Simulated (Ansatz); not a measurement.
PtSe₂ (CdI2 type)

```
CELL_PARAMETERS angstrom
      3.73915     0.00000     0.00000
     -1.86957     3.23820     0.00000
      0.00000     0.00000     4.62953
ATOMIC_POSITIONS crystal
  Pt 0.00000 0.00000 0.00000
  Se 0.66667 0.33333 0.27217
  Se 0.33333 0.66667 0.72783
```

Scan: atom 2 (Se, nearest neighbour Pt at 2.500 Å; its periodic images, 3.7 Å or more away, move with it) is displaced towards the nearest neighbour, direction (-0.748, -0.432, -0.504) in Cartesian axes, by s. The other atoms stay.

The numbers are results of PBEsol-D3(BJ) (plane waves to 420 eV, PAW, scalar-relativistic; Ansatz, a first-principles code), not measurements. k mesh 12×12×8 (Γ-centred), Fermi-Dirac smearing 0.05 eV. E stands for the smeared free energy. With partly filled bands, energies and forces of such displacements shift with the k mesh and the smearing. PtSe2 is run without spin polarisation. PtSe2 was relaxed with its symmetry unable to fall. Spin-orbit coupling is left out, though Pt is heavy. The zero of ΔE is the undisplaced structure.

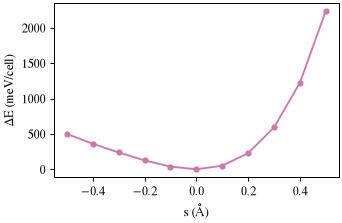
Figure: ΔE (meV/cell) against s (Å); markers are the computed points, lines only join them.

Q: Is the energy the same for displacements of ±0.500 Å, and if not, which side lies higher?

A: Not even: the positive side lies higher at ±0.500 Å.

Q: What is the energy change at s = 0.500 Å?

A: About 2200 meV/cell.

(For displaced atoms, the force is minus the slope of the energy, and its curvature is a force constant, which sets phonon frequencies.)
